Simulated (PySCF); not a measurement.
**[Pr(NH3)]3+: forces at shaken geometries**

Aim: move all atoms of relaxed [Pr(NH3)]3+ at random and read energies and forces. The species was built from a template and needn't be a known compound.

Computed with PySCF 2.14.0. Level: PBE, Pr lcecp-1-SVP with ECP48, N def2-SVP, H def2-SVP; scalar-relativistic core potentials, no spin–orbit coupling.

3 further runs of the same task are left out: 2 for a known fault of the program, 1 that didn't finish.

## (1) Starting geometry

5 atoms, charge 3, spin multiplicity 1.

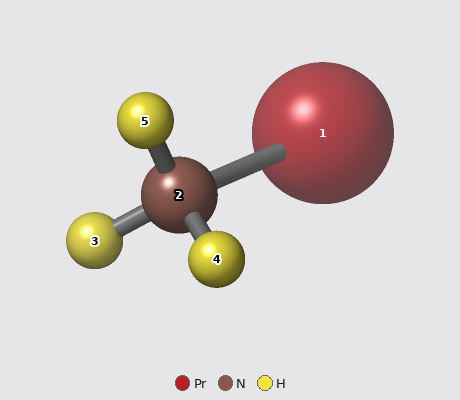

The structure; praseodymium red, nitrogen brown, hydrogen yellow; atoms are numbered from 1 in the order of the file.

As a file:

```xyz
5
H3NPr
Pr    0.0000    0.0000   -0.1991
N     0.0000    0.0000    2.2385
H     0.9499    0.0000    2.6992
H    -0.4750    0.8226    2.6992
H    -0.4749   -0.8227    2.6992
```

Formal oxidation states: Pr +3. Each metal's 2 4f electrons lie in its core potential, so multiplicities, spins and levels count the valence alone. An earlier session relaxed this geometry at PBE, Pr lcecp-1-SVP with ECP48, N def2-SVP, H def2-SVP (singlet, point group C3v).

Its energy there is -88.050212 Eh.

## (2) Atoms moved at random, σ = 0.15 Å

run.py (the lines that set the calculation)

```python
mol = gto.M(atom='''
Pr    -0.17540    -0.03246    -0.15311
N     -0.08429     0.10798     2.26958
H      1.02887     0.03521     2.50456
H     -0.46872     0.78374     2.75961
H     -0.30046    -0.89447     2.75646''',
    basis={'Pr': 'lcecp-1-SVP', 'N': 'def2-SVP', 'H': 'def2-SVP'},
    ecp={'Pr': 'lcecp-1-SVP'},
    charge=3, spin=0)
mf = dft.RKS(mol, xc='PBE')
mf.grids.atom_grid = (50, 194)  # f atoms: unpruned, at least (60, 302)
mf = mf.density_fit()  # fitting sets: Pr AutoAux, N def2-universal-JKFIT, H def2-universal-JKFIT
mf.conv_tol = 1e-08; mf.max_cycle = 55
mf.kernel(dm0)  # dm0: the density of the relaxed state
```

Command:

```sh
> OMP_NUM_THREADS=2 python run.py
```

Standard output:

```text
init E= -87.9380984245635
  HOMO = -0.971968523416599  LUMO = -0.782588456479412  gap/eV = 5.15329
cycle= 1 E= -88.016805929212  delta_E= -0.0787  |g|= 0.11  |ddm|= 0.338
  HOMO = -0.913113829237798  LUMO = -0.771912731947677  gap/eV = 3.84228
cycle= 2 E= -88.0065136753313  delta_E= 0.0103  |g|= 0.23  |ddm|= 0.302
  HOMO = -0.939760301926984  LUMO = -0.766447633813236  gap/eV = 4.71608
cycle= 3 E= -88.0198179218535  delta_E= -0.0133  |g|= 0.0235  |ddm|= 0.214
  HOMO = -0.938271420775504  LUMO = -0.766546232649659  gap/eV = 4.67288
cycle= 4 E= -88.0199538025751  delta_E= -0.000136  |g|= 0.00175  |ddm|= 0.0204
  HOMO = -0.938352669535437  LUMO = -0.766947982805408  gap/eV = 4.66416
cycle= 5 E= -88.0199547835821  delta_E= -9.81e-07  |g|= 0.000519  |ddm|= 0.00331
  HOMO = -0.938409332257297  LUMO = -0.766889347358949  gap/eV = 4.66730
cycle= 6 E= -88.0199548805342  delta_E= -9.7e-08  |g|= 5.45e-05  |ddm|= 0.00075
  HOMO = -0.938413399606151  LUMO = -0.766888932474914  gap/eV = 4.66742
cycle= 7 E= -88.0199548813667  delta_E= -8.32e-10  |g|= 5.15e-06  |ddm|= 5.98e-05
  HOMO = -0.938413793190421  LUMO = -0.766890066718564  gap/eV = 4.66740
Extra cycle  E= -88.0199548813697  delta_E= -3.07e-12  |g|= 4.22e-06  |ddm|= 9.83e-06
converged SCF energy = -88.0199548813697
```

It took 2.6 s on 2 threads of Arm Neoverse N1, shared host.

Read off: E = -88.019955 Eh (+0.823 eV from the relaxed state), HOMO -25.54 eV, LUMO -20.87 eV, Mulliken charge on Pr1 +2.44 e, largest force component 8.683 eV/Å. 

```csv
atom,Fx,Fy,Fz (eV/Å)
Pr1,-0.248,0.167,-0.095
N2,5.763,-8.683,-3.559
H3,-2.191,0.932,-0.028
H4,-3.012,5.413,4.289
H5,-0.312,2.171,-0.608
```

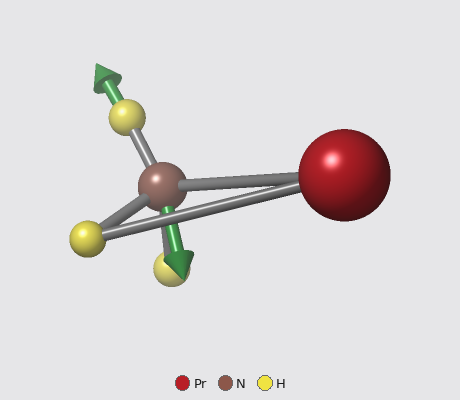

Forces as arrows, the longest for the largest force.

## (3) Atoms moved at random, σ = 0.06 Å

run.py (the lines that set the calculation)

```python
mol = gto.M(atom='''
Pr     0.05642    -0.03380    -0.11090
N      0.02269     0.01479     2.20603
H      0.99059     0.08184     2.65448
H     -0.49595     0.74539     2.67917
H     -0.57375    -0.80823     2.70832''',
    basis={'Pr': 'lcecp-1-SVP', 'N': 'def2-SVP', 'H': 'def2-SVP'},
    ecp={'Pr': 'lcecp-1-SVP'},
    charge=3, spin=0)
mf = dft.RKS(mol, xc='PBE')
mf.grids.atom_grid = (50, 194)  # f atoms: unpruned, at least (60, 302)
mf = mf.density_fit()  # fitting sets: Pr AutoAux, N def2-universal-JKFIT, H def2-universal-JKFIT
mf.conv_tol = 1e-08; mf.max_cycle = 55
mf.kernel(dm0)  # dm0: the density of the relaxed state
```

Command:

```sh
> OMP_NUM_THREADS=2 python run.py
```

Standard output:

```text
init E= -88.0364162862616
  HOMO = -0.963474353075163  LUMO = -0.768879331586966  gap/eV = 5.29520
cycle= 1 E= -88.0395801880424  delta_E= -0.00316  |g|= 0.0463  |ddm|= 0.187
  HOMO = -0.954095093301714  LUMO = -0.761851456229336  gap/eV = 5.23122
cycle= 2 E= -88.0395231421074  delta_E= 5.7e-05  |g|= 0.0497  |ddm|= 0.0684
  HOMO = -0.960710950930217  LUMO = -0.761796892560704  gap/eV = 5.41273
cycle= 3 E= -88.0399658046744  delta_E= -0.000443  |g|= 0.0202  |ddm|= 0.0465
  HOMO = -0.95803015496173  LUMO = -0.762400237496869  gap/eV = 5.32336
cycle= 4 E= -88.0400644874609  delta_E= -9.87e-05  |g|= 0.00119  |ddm|= 0.0189
  HOMO = -0.958156394027743  LUMO = -0.762467924143475  gap/eV = 5.32495
cycle= 5 E= -88.0400649013492  delta_E= -4.14e-07  |g|= 0.000193  |ddm|= 0.00152
  HOMO = -0.95815329237757  LUMO = -0.762451475814296  gap/eV = 5.32532
cycle= 6 E= -88.0400649130713  delta_E= -1.17e-08  |g|= 2.51e-05  |ddm|= 0.000258
  HOMO = -0.958153451139029  LUMO = -0.762453029489601  gap/eV = 5.32528
cycle= 7 E= -88.0400649132612  delta_E= -1.9e-10  |g|= 3.42e-06  |ddm|= 3.02e-05
  HOMO = -0.958154016260444  LUMO = -0.762452567425115  gap/eV = 5.32531
Extra cycle  E= -88.0400649132611  delta_E= 7.11e-14  |g|= 3.34e-06  |ddm|= 7.46e-06
converged SCF energy = -88.0400649132611
```

Run time: 2.7 s. Hardware: 2 threads of Arm Neoverse N1, shared host.

Read off: E = -88.040065 Eh (+0.276 eV from the relaxed state), HOMO -26.07 eV, LUMO -20.75 eV, Mulliken charge on Pr1 +2.42 e, largest force component 2.349 eV/Å. 

```csv
atom,Fx,Fy,Fz (eV/Å)
Pr1,0.003,-0.004,-1.110
N2,-0.502,-2.349,1.041
H3,-0.523,-0.414,0.204
H4,-0.664,1.839,0.632
H5,1.685,0.929,-0.767
```

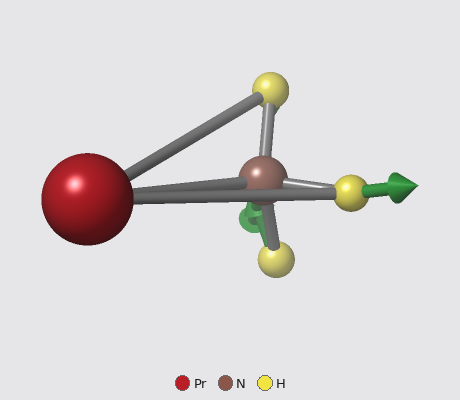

Forces as arrows, the longest for the largest force.

## (4) Atoms moved at random, σ = 0.03 Å

run.py (the lines that set the calculation)

```python
mol = gto.M(atom='''
Pr    -0.00519    -0.01215    -0.22103
N     -0.01789    -0.04371     2.22086
H      0.96851     0.04271     2.74643
H     -0.48344     0.81030     2.69605
H     -0.46199    -0.79715     2.69480''',
    basis={'Pr': 'lcecp-1-SVP', 'N': 'def2-SVP', 'H': 'def2-SVP'},
    ecp={'Pr': 'lcecp-1-SVP'},
    charge=3, spin=0)
mf = dft.RKS(mol, xc='PBE')
mf.grids.atom_grid = (50, 194)  # f atoms: unpruned, at least (60, 302)
mf = mf.density_fit()  # fitting sets: Pr AutoAux, N def2-universal-JKFIT, H def2-universal-JKFIT
mf.conv_tol = 1e-08; mf.max_cycle = 55
mf.kernel(dm0)  # dm0: the density of the relaxed state
```

Command:

```sh
> OMP_NUM_THREADS=2 python run.py
```

Standard output:

```text
init E= -88.0129883843972
  HOMO = -0.955430122863515  LUMO = -0.770579762282357  gap/eV = 5.03003
cycle= 1 E= -88.0432923182784  delta_E= -0.0303  |g|= 0.0488  |ddm|= 0.125
  HOMO = -0.931558744246747  LUMO = -0.767970151369726  gap/eV = 4.45147
cycle= 2 E= -88.0416969843482  delta_E= 0.0016  |g|= 0.0948  |ddm|= 0.13
  HOMO = -0.943413273203834  LUMO = -0.76582398386424  gap/eV = 4.83245
cycle= 3 E= -88.0438989952878  delta_E= -0.0022  |g|= 0.0111  |ddm|= 0.0868
  HOMO = -0.94268074072664  LUMO = -0.765710675082545  gap/eV = 4.81560
cycle= 4 E= -88.0439280288333  delta_E= -2.9e-05  |g|= 0.000772  |ddm|= 0.00916
  HOMO = -0.942755077909855  LUMO = -0.765788054191571  gap/eV = 4.81552
cycle= 5 E= -88.0439281870572  delta_E= -1.58e-07  |g|= 0.000173  |ddm|= 0.000896
  HOMO = -0.942773097570722  LUMO = -0.765777529002417  gap/eV = 4.81629
cycle= 6 E= -88.0439281970309  delta_E= -9.97e-09  |g|= 1.35e-05  |ddm|= 0.000224
  HOMO = -0.942774538274186  LUMO = -0.765778795009584  gap/eV = 4.81630
Extra cycle  E= -88.0439281970681  delta_E= -3.71e-11  |g|= 8.93e-06  |ddm|= 2.57e-05
converged SCF energy = -88.0439281970681
```

It took 2.4 s on 2 threads of Arm Neoverse N1, shared host.

Result: E = -88.043928 Eh (+0.171 eV from the relaxed state), HOMO -25.65 eV, LUMO -20.84 eV, Mulliken charge on Pr1 +2.47 e, largest force component 3.201 eV/Å. 

```csv
atom,Fx,Fy,Fz (eV/Å)
Pr1,0.000,-0.060,0.130
N2,2.407,3.201,0.231
H3,-1.462,-0.437,-0.971
H4,0.120,-0.602,-0.515
H5,-1.065,-2.102,1.125
```

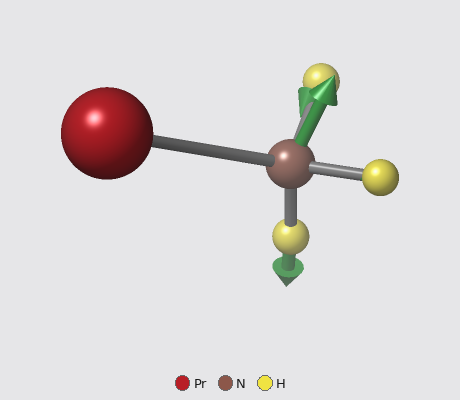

Forces as arrows, the longest for the largest force.

## (5) The displacements side by side

| σ (Å) | energy rise (eV) | harmonic estimate −½ F·u (eV) | largest force component (eV/Å) |
| --- | --- | --- | --- |
| 0.15 | 0.823 | 0.925 | 8.68 |
| 0.06 | 0.276 | 0.271 | 2.35 |
| 0.03 | 0.171 | 0.173 | 3.20 |

Every displacement raises the energy. For a harmonic well the rise equals −½ F·u; the two differ by at most 12 % here (a move with σ = 0.15 Å), from anharmonicity, the grid and the small forces left at the relaxed point. These are double-zeta-type bases without diffuse functions. Spin–orbit coupling is left out.
